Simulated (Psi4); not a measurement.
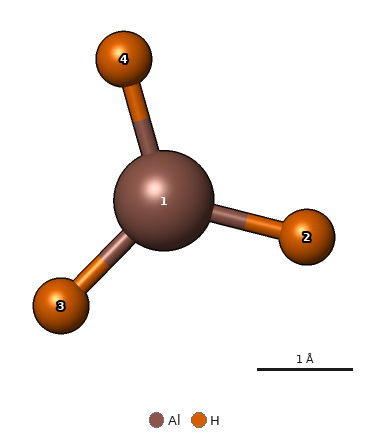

*The input geometry (ball-and-stick view, seen on its broad side; atoms are numbered from 1 in the order of the input). Sticks mark near contacts.*

Bond lengths as drawn: Al–H 1.55 Å.

Run report: AlH3, geometry relaxation (part 1 of 3)

AlH3, SMILES [H][Al]([H])[H], computed with M06-2X/6-31G**, RKS (Psi4 1.11).

The geometry comes from this level: GFN2-xTB.

The program's output
```
Psi4 1.11 release

gradient() will perform analytic gradient computation.

   => Loading Basis Set <=

    Name: 6-31G**
    Role: ORBITAL
    Keyword: BASIS

         ---------------------------------------------------------
                                   SCF
                              RKS Reference
                        1 Threads,   1525 MiB Core
         ---------------------------------------------------------

  ==> Geometry <==

    Molecular point group: c1
    Full point group: C1

    Geometry (in Angstrom), charge = 0, multiplicity = 1:

       Center              X                  Y                   Z               Mass
    ------------   -----------------  -----------------  -----------------  -----------------
         AL          -0.000003011731    -0.000002714814    -0.000001262909    26.981538530000
         H           -0.000003011731    -0.000002714814     1.553026737091     1.007825032230
         H           -0.000003011731     1.344920761750    -0.776509469079     1.007825032230
         H            0.000086653652    -1.344845365809    -0.776483457365     1.007825032230

  Running in c1 symmetry.

  Rotational constants: A =      4.62397  B =      4.62344  C =      2.31185 [cm^-1]
  Rotational constants: A = 138623.21259  B = 138607.35943  C =  69307.64282 [MHz]
  Nuclear repulsion =   13.879460098807780

  Charge       = 0
  Multiplicity = 1
  Electrons    = 16
  Nalpha       = 8
  Nbeta        = 8

  ==> Algorithm <==

  SCF Algorithm Type is DF.
  DIIS enabled.
  MOM disabled.
  Fractional occupation disabled.
  Guess Type is SAD.
  Energy threshold   = 1.00e-08
  Density threshold  = 1.00e-08
  Integral threshold = 1.00e-12

  ==> Primary Basis <==

  Basis Set: 6-31G**
    Blend: 6-31G**
    Number of shells: 17
    Number of basis functions: 34
    Number of Cartesian functions: 34
    Spherical Harmonics?: false
    Max angular momentum: 2

  ==> DFT Potential <==

   => LibXC <=

    Version 7.1.2

   => Composite Functional: M06-2X <=

    Deriv               =              1
    GGA                 =           TRUE
    Meta                =           TRUE

    Exchange Hybrid     =           TRUE
    MP2 Hybrid          =          FALSE

   => Exchange Functionals <=

    1.0000   XC_HYB_MGGA_X_M06_2X

   => Exact (HF) Exchange <=

    0.5400               HF

   => Correlation Functionals <=

    1.0000   XC_MGGA_C_M06_2X

   => LibXC Density Thresholds  <==

    XC_MGGA_C_M06_2X:  1.00E-12
    XC_HYB_MGGA_X_M06_2X:  1.00E-15

   => Molecular Quadrature <=

    Radial Scheme          =       TREUTLER
    Pruning Scheme         =           NONE
    Nuclear Scheme         =       TREUTLER

    Blocking Scheme        =         OCTREE
    BS radius alpha        =              1
    Pruning alpha          =              1
    Radial Points          =             75
    Spherical Points       =            302
    Total Points           =          87819
    Total Blocks           =            707
    Max Points             =            256
    Max Functions          =             34
    Weights Tolerance      =       1.00E-15

   => Loading Basis Set <=

    Name: (6-31G** AUX)
    Role: JKFIT
    Keyword: DF_BASIS_SCF

  ==> Integral Setup <==

  DFHelper Memory: AOs need 0.002 GiB; user supplied 0.916 GiB.
  SCF_SUBTYPE=INCORE selected. In-core MEM_DF algorithm will be used.
  Using in-core AOs.

  ==> MemDFJK: Density-Fitted J/K Matrices <==

    J tasked:                   Yes
    K tasked:                   Yes
    wK tasked:                   No
    Memory [MiB]:               937
    Algorithm:                 Core
    Schwarz Cutoff:           1E-12
    Mask sparsity (%):       0.0000
    Fitting Condition:        1E-10

   => Auxiliary Basis Set <=

  Basis Set: (6-31G** AUX)
    Blend: CC-PVDZ-JKFIT
    Number of shells: 63
    Number of basis functions: 205
    Number of Cartesian functions: 205
    Spherical Harmonics?: false
    Max angular momentum: 3

  Cached 100.0% of DFT collocation blocks in 0.202 [GiB].

  Minimum eigenvalue in the overlap matrix is 1.0360953407E-02.
  Reciprocal condition number of the overlap matrix is 2.1971358394E-03.
    Using symmetric orthogonalization.

  ==> Pre-Iterations <==

  SCF Guess: Superposition of Atomic Densities via on-the-fly atomic UHF (no occupation information).

   -------------------------
    Irrep   Nso     Nmo
   -------------------------
     A         34      34
   -------------------------
    Total      34      34
   -------------------------

  ==> Iterations <==

                           Total Energy        Delta E     RMS |[F,P]|

   @DF-RKS iter SAD:  -243.64715980198747   -2.43647e+02   0.00000e+00
   @DF-RKS iter   1:  -244.13340564630806   -4.86246e-01   3.53850e-03 DIIS/ADIIS
   @DF-RKS iter   2:  -244.14329443132425   -9.88879e-03   4.81656e-04 DIIS/ADIIS
   @DF-RKS iter   3:  -244.14346582008150   -1.71389e-04   4.45443e-05 DIIS
   @DF-RKS iter   4:  -244.14346938156848   -3.56149e-06   1.05474e-05 DIIS
   @DF-RKS iter   5:  -244.14346951426481   -1.32696e-07   1.25369e-06 DIIS
   @DF-RKS iter   6:  -244.14346951685542   -2.59061e-09   7.21630e-08 DIIS
   @DF-RKS iter   7:  -244.14346951686048   -5.05906e-12   7.96058e-09 DIIS
  Energy and wave function converged.

  ==> Post-Iterations <==

   Electrons on quadrature grid:
      Ntotal   =   15.9999974402 ; deviation = -2.560e-06

    Orbital Energies [Eh]
    ---------------------

    Doubly Occupied:

       1A    -56.854844     2A     -4.379700     3A     -2.883878
       4A     -2.877962     5A     -2.877961     6A     -0.486517
       7A     -0.357541     8A     -0.357534

    Virtual:

       9A     -0.042902    10A      0.092137    11A      0.092139
      12A      0.093571    13A      0.142035    14A      0.213348
      15A      0.242051    16A      0.242059    17A      0.488455
      18A      0.488472    19A      0.594769    20A      0.618857
      21A      0.618865    22A      1.003040    23A      1.130254
      24A      1.130344    25A      2.037844    26A      2.086260
      27A      2.116503    28A      2.171142    29A      2.171269
      30A      2.227623    31A      2.227729    32A      2.485311
      33A      2.656876    34A      2.657304

    Final Occupation by Irrep:
              A
    DOCC [     8 ]
    NA   [     8 ]
    NB   [     8 ]

  @DF-RKS Final Energy:  -244.14346951686048

   => Energetics <=

    Nuclear Repulsion Energy =             13.8794600988077796
    One-Electron Energy =                -366.2874556408453373
    Two-Electron Energy =                 117.6194438969873772
    DFT Exchange-Correlation Energy =      -9.3549178718103434
    Empirical Dispersion Energy =           0.0000000000000000
    VV10 Nonlocal Energy =                  0.0000000000000000
    Total Energy =                       -244.1434695168605344

Computation Completed

Properties will be evaluated at   0.000000,   0.000000,   0.000000 [a0]

Properties computed using the SCF density matrix

 Multipole Moments:

 ------------------------------------------------------------------------------------
     Multipole            Electronic (a.u.)      Nuclear  (a.u.)        Total (a.u.)
 ------------------------------------------------------------------------------------

 L = 1.  Multiply by 2.5417464519 to convert [e a0] to [Debye]
 Dipole X            :         -0.0001332            0.0000784           -0.0000548
 Dipole Y            :         -0.0000881            0.0000707           -0.0000175
 Dipole Z            :         -0.0000820            0.0000329           -0.0000492
 Magnitude           :                                                    0.0000757

 ------------------------------------------------------------------------------------

	total time  =          2 seconds =       0.03 minutes

         ------------------------------------------------------------
                                   SCF GRAD
         ------------------------------------------------------------

  ==> Geometry <==

    Molecular point group: c1
    Full point group: C1

    Geometry (in Angstrom), charge = 0, multiplicity = 1:

       Center              X                  Y                   Z               Mass
    ------------   -----------------  -----------------  -----------------  -----------------
         AL          -0.000003011731    -0.000002714814    -0.000001262909    26.981538530000
         H           -0.000003011731    -0.000002714814     1.553026737091     1.007825032230
         H           -0.000003011731     1.344920761750    -0.776509469079     1.007825032230
         H            0.000086653652    -1.344845365809    -0.776483457365     1.007825032230

  Nuclear repulsion =   13.879460098807780

  ==> Basis Set <==

  Basis Set: 6-31G**
    Blend: 6-31G**
    Number of shells: 17
    Number of basis functions: 34
    Number of Cartesian functions: 34
    Spherical Harmonics?: false
    Max angular momentum: 2

  ==> DFJKGrad: Density-Fitted SCF Gradients <==

    Gradient:                    1
    J tasked:                  Yes
    K tasked:                  Yes
    wK tasked:                  No
    Integrals threads:           1
    Memory [MiB]:             1144
    Schwarz Cutoff:          1E-12
    Fitting Condition:       1E-10

   => Auxiliary Basis Set <=

  Basis Set: (6-31G** AUX)
    Blend: CC-PVDZ-JKFIT
    Number of shells: 63
    Number of basis functions: 205
    Number of Cartesian functions: 205
    Spherical Harmonics?: false
    Max angular momentum: 3

   => Molecular Quadrature <=

    Radial Scheme          =       TREUTLER
    Pruning Scheme         =           NONE
    Nuclear Scheme         =       TREUTLER

    Blocking Scheme        =         OCTREE
    BS radius alpha        =              1
    Pruning alpha          =              1
    Radial Points          =             75
    Spherical Points       =            302
    Total Points           =          87819
    Total Blocks           =            707
    Max Points             =            256
    Max Functions          =             34
    Weights Tolerance      =       1.00E-15

  -Total Gradient:
     Atom            X                  Y                   Z
    ------   -----------------  -----------------  -----------------
       1       -0.000002658977    -0.000021025079    -0.000021338984
       2        0.000001051328     0.000002911433    -0.007947330851
       3        0.000001019383    -0.006905459816     0.003972724920
       4        0.000000589929     0.006913992577     0.003994720783

	total time  =          0 seconds =       0.00 minutes

    			-----------------------------------------

    			 OPTKING 3.0: for geometry optimizations

    			        with contributions from

    			-----------------------------------------

	                            ===> Fragment 1 <==

	 Z (Atomic Numbers)          Masses                          Geom
	      13.000000            26.981539         -0.00000569 -0.00000513 -0.00000239
	       1.000000             1.007825         -0.00000569 -0.00000513  2.93479520
	       1.000000             1.007825         -0.00000569  2.54153190 -1.46739023
	       1.000000             1.007825          0.00016375 -2.54138942 -1.46734108

	 - Coordinate -           - BOHR/RAD -       - ANG/DEG -
	 R(1,2)           =         2.934798           1.553028
	 R(1,3)           =         2.934730           1.552992
	 R(1,4)           =         2.934573           1.552909
	 B(2,1,3)         =         2.094404         120.000520
	 B(2,1,4)         =         2.094416         120.001180
	 B(3,1,4)         =         2.094365         119.998300
	 O(2,1,3,4)       =        -0.000058          -0.003308
	 O(3,1,2,4)       =         0.000058           0.003308
	 O(4,1,2,3)       =        -0.000058          -0.003308

	        --- Internal Coordinate Step in ANG or DEG, aJ/ANG or AJ/DEG ---
	-------------------------------------------------------------------------------
	           Coordinate      Previous         Force          Change          New
	           ----------      --------        ------          ------        ------
	               R(1,2)       1.55303        0.06547        0.02830       1.58133
	               R(1,3)       1.55299        0.06562        0.02836       1.58136
	               R(1,4)       1.55291        0.06580        0.02844       1.58135
	             B(2,1,3)     120.00052       -0.00000       -0.00193     119.99859
	             B(2,1,4)     120.00118       -0.00000       -0.00135     119.99983
	             B(3,1,4)     119.99830        0.00000        0.00327     120.00157
	           O(2,1,3,4)      -0.00331        0.00000        0.02556       0.02225
	           O(3,1,2,4)       0.00331       -0.00000       -0.02556      -0.02225
	           O(4,1,2,3)      -0.00331        0.00000        0.02556       0.02225
	-------------------------------------------------------------------------------

	                                 ==> Convergence Check <==

	Measures of convergence in internal coordinates in au.

	Criteria marked as inactive (o), active & met (*), and active & unmet ( ).
```
